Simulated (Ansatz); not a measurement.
# Geometry relaxation of C2H6O2Si (part 1 of 2)

- system: C2H6O2Si, SMILES O[SiH]1CCO1
- method: RKS PBE-D4/def2-SVP (Ansatz 0.2.0)

The geometry: force-field start.

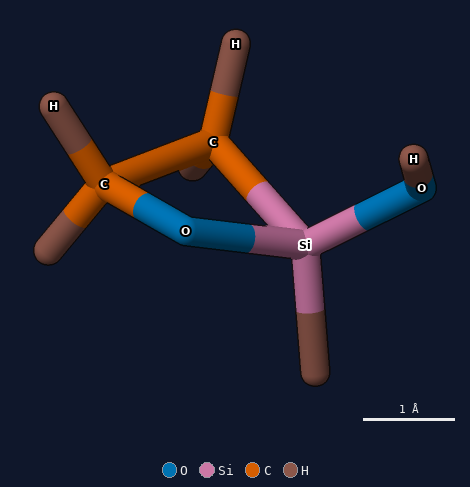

*The input geometry (stick view, seen at a tilt).*

Bond lengths as drawn: C–C 1.65 Å, C–H 1.04 to 1.12 Å, C–O 1.45 Å, C–Si 1.84 Å, H–O 0.95 Å, H–Si 1.47 Å and O–Si 1.61 to 1.66 Å.

### Input
```yaml
crystal:
  periodic: [false, false, false]
  atoms:
    - {symbol: O, position_ang: [-1.576600, 1.241500, 1.135400]}
    - {symbol: Si, position_ang: [-0.665000, 0.819100, -0.127100]}
    - {symbol: C, position_ang: [-0.318500, -0.974800, -0.326800]}
    - {symbol: C, position_ang: [1.259000, -0.490900, -0.215700]}
    - {symbol: O, position_ang: [0.922900, 0.796500, 0.358100]}
    - {symbol: H, position_ang: [-1.152200, 1.482700, 1.949900]}
    - {symbol: H, position_ang: [-0.803600, 1.616800, -1.358500]}
    - {symbol: H, position_ang: [-0.513200, -1.430000, -1.268200]}
    - {symbol: H, position_ang: [-0.604500, -1.592800, 0.559300]}
    - {symbol: H, position_ang: [1.713400, -0.408900, -1.150800]}
    - {symbol: H, position_ang: [1.803700, -1.116300, 0.465200]}
basis:
  gaussian: {orbitals: def2-SVP}
hamiltonian: {xc: pbe, dispersion: d4}
relax: {f_tol: 0.03, max_steps: 200}
```

Hardware: 4 threads of Arm Neoverse V2, 23 GiB of memory available, shared host.

Run as:
```bash
ansatz run in.yaml --threads 4 --pin off --events-out ev --progress --plain --max-ram 10444MiB
```

### The program's output
```
Functional definition: PBE
  name "PBE"
  cite "Perdew, Burke & Ernzerhof, Phys. Rev. Lett. 77, 3865 (1996) doi:10.1103/PhysRevLett.77.3865"
  parent pbe
  parameter kappa = 0.804
  parameter beta = 0.06672455060314922
  exchange = pbe_x(kappa = kappa, mu = beta*pi^2/3)
  correlation = pbe_c(beta = beta)
1146 factors; their error is unknown
mean field evaluation 1: about -14113.1120 eV, gradient 7.9e1 eV
mean field evaluation 2: about -14083.5869 eV, gradient 1.4e2 eV
mean field evaluation 4: about -14125.5050 eV, gradient 1.1e1 eV
mean field evaluation 8: about -14125.7439 eV, gradient 2.1e-1 eV
mean field evaluation 16: about -14125.6770 eV, gradient 3.1e-4 eV
mean field -14125.67699943 eV, -519.1090550014 hartree, gradient 2.3e-5 eV, S^2 0.000000; 0 other end points of the search recorded, 0 dependent functions left out
the calculation of the forces begins
reference -14125.67703249 eV, -519.1090562162 hartree; 24, 24 occupied and 80, 80 virtual orbitals, 1146 factors
relax step   1: F+E_penalty+E_count = -14125.90000931 eV  Δ(F+E_penalty+E_count) = +0.000e0 eV  max|allowed force component| = 4.549e0 eV/Å  Δτ_max = 0.0000 Å  (29 SCF iters, accepted)
these checks for a lower state are left out or cut short: starts, cluster_reference, orbital_swaps, neighbouring_geometries, increment
1146 factors; their error is unknown
mean field -14126.21148540 eV, -519.1286969983 hartree, gradient 1.1e-5 eV, S^2 0.000000; 0 other end points of the search recorded, 0 dependent functions left out
the calculation of the forces begins
reference -14126.21151894 eV, -519.1286982311 hartree; 24, 24 occupied and 80, 80 virtual orbitals, 1146 factors
relax step   2: F+E_penalty+E_count = -14126.43220154 eV  Δ(F+E_penalty+E_count) = -5.322e-1 eV  max|allowed force component| = 1.427e0 eV/Å  Δτ_max = 0.1327 Å  (29 SCF iters, accepted)
these checks for a lower state are left out or cut short: starts, cluster_reference, orbital_swaps, neighbouring_geometries, increment
1146 factors; their error is unknown
mean field evaluation 32: about -14126.3282 eV, gradient 2.2e-5 eV
mean field -14126.32824050 eV, -519.1329876693 hartree, gradient 2.2e-5 eV, S^2 0.000000; 0 other end points of the search recorded, 0 dependent functions left out
the calculation of the forces begins
reference -14126.32827400 eV, -519.1329889003 hartree; 24, 24 occupied and 80, 80 virtual orbitals, 1146 factors
relax step   3: F+E_penalty+E_count = -14126.54732495 eV  Δ(F+E_penalty+E_count) = -1.151e-1 eV  max|allowed force component| = 3.353e-1 eV/Å  Δτ_max = 0.1072 Å  (30 SCF iters, accepted)
these checks for a lower state are left out or cut short: starts, cluster_reference, orbital_swaps, neighbouring_geometries, increment
1146 factors; their error is unknown
mean field -14126.37718698 eV, -519.1347864190 hartree, gradient 2.4e-5 eV, S^2 0.000000; 0 other end points of the search recorded, 0 dependent functions left out
the calculation of the forces begins
reference -14126.37722030 eV, -519.1347876438 hartree; 24, 24 occupied and 80, 80 virtual orbitals, 1146 factors
relax step   4: F+E_penalty+E_count = -14126.59535032 eV  Δ(F+E_penalty+E_count) = -4.803e-2 eV  max|allowed force component| = 4.117e-1 eV/Å  Δτ_max = 0.1725 Å  (36 SCF iters, accepted)
these checks for a lower state are left out or cut short: starts, cluster_reference, orbital_swaps, neighbouring_geometries, increment
1146 factors; their error is unknown
mean field -14126.39208721 eV, -519.1353339924 hartree, gradient 6.9e-6 eV, S^2 0.000000; 0 other end points of the search recorded, 0 dependent functions left out
the calculation of the forces begins
reference -14126.39212050 eV, -519.1353352160 hartree; 24, 24 occupied and 80, 80 virtual orbitals, 1146 factors
relax step   5: F+E_penalty+E_count = -14126.61024237 eV  Δ(F+E_penalty+E_count) = -1.489e-2 eV  max|allowed force component| = 7.101e-1 eV/Å  Δτ_max = 0.1022 Å  (30 SCF iters, accepted)
these checks for a lower state are left out or cut short: starts, cluster_reference, orbital_swaps, neighbouring_geometries, increment
1146 factors; their error is unknown
mean field -14126.40703661 eV, -519.1358833728 hartree, gradient 1.4e-5 eV, S^2 0.000000; 0 other end points of the search recorded, 0 dependent functions left out
the calculation of the forces begins
reference -14126.40706988 eV, -519.1358845953 hartree; 24, 24 occupied and 80, 80 virtual orbitals, 1146 factors
relax step   6: F+E_penalty+E_count = -14126.62537823 eV  Δ(F+E_penalty+E_count) = -1.514e-2 eV  max|allowed force component| = 3.581e-1 eV/Å  Δτ_max = 0.1266 Å  (28 SCF iters, accepted)
these checks for a lower state are left out or cut short: starts, cluster_reference, orbital_swaps, neighbouring_geometries, increment
1146 factors; their error is unknown
mean field -14126.39993555 eV, -519.1356224135 hartree, gradient 1.7e-5 eV, S^2 0.000000; 0 other end points of the search recorded, 0 dependent functions left out
the calculation of the forces begins
reference -14126.39996863 eV, -519.1356236294 hartree; 24, 24 occupied and 80, 80 virtual orbitals, 1146 factors
relax step   7: F+E_penalty+E_count = -14126.61851497 eV  Δ(F+E_penalty+E_count) = +6.863e-3 eV  max|allowed force component| = 9.637e-1 eV/Å  Δτ_max = 0.0305 Å  (31 SCF iters, rejected (line search))
these checks for a lower state are left out or cut short: starts, cluster_reference, orbital_swaps, neighbouring_geometries, increment
1146 factors; their error is unknown
mean field evaluation 64: about -14126.4816 eV, gradient 6.8e-3 eV
mean field -14126.41461202 eV, -519.1361617638 hartree, gradient 2.4e-5 eV, S^2 0.000000; 0 other end points of the search recorded, 0 dependent functions left out
the calculation of the forces begins
reference -14126.41464526 eV, -519.1361629854 hartree; 24, 24 occupied and 80, 80 virtual orbitals, 1146 factors
relax step   8: F+E_penalty+E_count = -14126.63291958 eV  Δ(F+E_penalty+E_count) = -7.541e-3 eV  max|allowed force component| = 9.210e-2 eV/Å  Δτ_max = 0.0152 Å  (31 SCF iters, accepted)
these checks for a lower state are left out or cut short: starts, cluster_reference, orbital_swaps, neighbouring_geometries, increment
1146 factors; their error is unknown
mean field -14126.41686243 eV, -519.1362444650 hartree, gradient 1.6e-5 eV, S^2 0.000000; 0 other end points of the search recorded, 0 dependent functions left out
the calculation of the forces begins
reference -14126.41689563 eV, -519.1362456853 hartree; 24, 24 occupied and 80, 80 virtual orbitals, 1146 factors
relax step   9: F+E_penalty+E_count = -14126.63495433 eV  Δ(F+E_penalty+E_count) = -2.035e-3 eV  max|allowed force component| = 1.472e-1 eV/Å  Δτ_max = 0.1000 Å  (29 SCF iters, accepted)
these checks for a lower state are left out or cut short: starts, cluster_reference, orbital_swaps, neighbouring_geometries, increment
1146 factors; their error is unknown
mean field -14126.41819007 eV, -519.1362932547 hartree, gradient 2.4e-5 eV, S^2 0.000000; 0 other end points of the search recorded, 0 dependent functions left out
the calculation of the forces begins
reference -14126.41822328 eV, -519.1362944753 hartree; 24, 24 occupied and 80, 80 virtual orbitals, 1146 factors
relax step  10: F+E_penalty+E_count = -14126.63649255 eV  Δ(F+E_penalty+E_count) = -1.538e-3 eV  max|allowed force component| = 3.152e-2 eV/Å  Δτ_max = 0.0476 Å  (31 SCF iters, accepted)
these checks for a lower state are left out or cut short: starts, cluster_reference, orbital_swaps, neighbouring_geometries, increment
1146 factors; their error is unknown
mean field -14126.41820319 eV, -519.1362937371 hartree, gradient 1.5e-5 eV, S^2 0.000000; 0 other end points of the search recorded, 0 dependent functions left out
the calculation of the forces begins
reference -14126.41823641 eV, -519.1362949580 hartree; 24, 24 occupied and 80, 80 virtual orbitals, 1146 factors
relax step  11: F+E_penalty+E_count = -14126.63652018 eV  Δ(F+E_penalty+E_count) = -2.762e-5 eV  max|allowed force component| = 3.011e-2 eV/Å  Δτ_max = 0.0036 Å  (24 SCF iters, accepted)
these checks for a lower state are left out or cut short: starts, cluster_reference, orbital_swaps, neighbouring_geometries, increment
1146 factors; their error is unknown
mean field -14126.41824118 eV, -519.1362951332 hartree, gradient 7.7e-6 eV, S^2 0.000000; 0 other end points of the search recorded, 0 dependent functions left out
the calculation of the forces begins
reference -14126.41827440 eV, -519.1362963542 hartree; 24, 24 occupied and 80, 80 virtual orbitals, 1146 factors
relax step  12: F+E_penalty+E_count = -14126.63654555 eV  Δ(F+E_penalty+E_count) = -2.537e-5 eV  max|allowed force component| = 3.509e-3 eV/Å  Δτ_max = 0.0021 Å  (24 SCF iters, accepted)
1146 factors; their error is unknown
mean field evaluation 96: about -14126.4852 eV, gradient 2.4e-1 eV
```

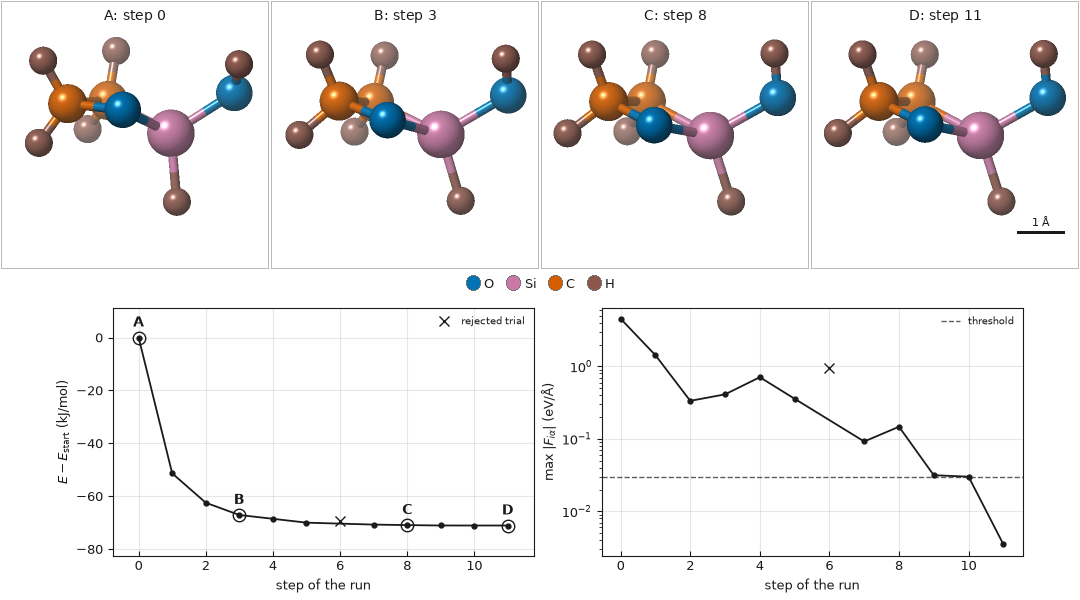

*Frames of the relaxation (ball-and-stick view, seen at a tilt) above the curves, on which the letters mark them (the first geometry is step 0 here and step 1 in the log).*

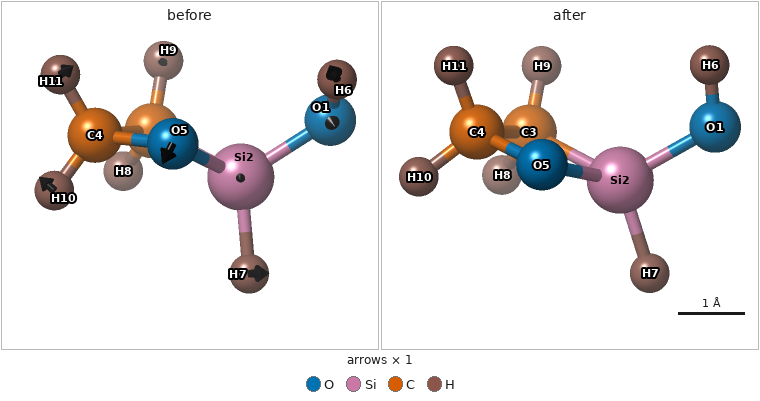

*Before (left) and after (right) the relaxation, at one scale (ball-and-stick view, seen at a tilt). The black arrows give the displacements, at true length.*

The largest move after the best rigid fit is that of O5, 0.37 Å. By element the largest moves are O 0.37 Å, H 0.35 Å, Si 0.10 Å, C 0.07 Å. Among the contacts that change: C3–C4 1.654 → 1.552 Å, C4–H10 1.043 → 1.112 Å, Si2–C3 1.838 → 1.897 Å, O1–Si2 1.613 → 1.670 Å. Among the angles that change: O1–Si2–H7 117.3° → 102.7°, C3–C4–O5 93.7° → 102.3°, O1–Si2–O5 108.4° → 115.3°. The energy falls by 71.1 kJ/mol in 11 geometry steps. The largest force component goes from 4.5 to 0.0035 eV/Å. The line search rejected the trial step at point 6 (counted from 0) and went back. (Atoms are counted from 1 in the order of the input.)
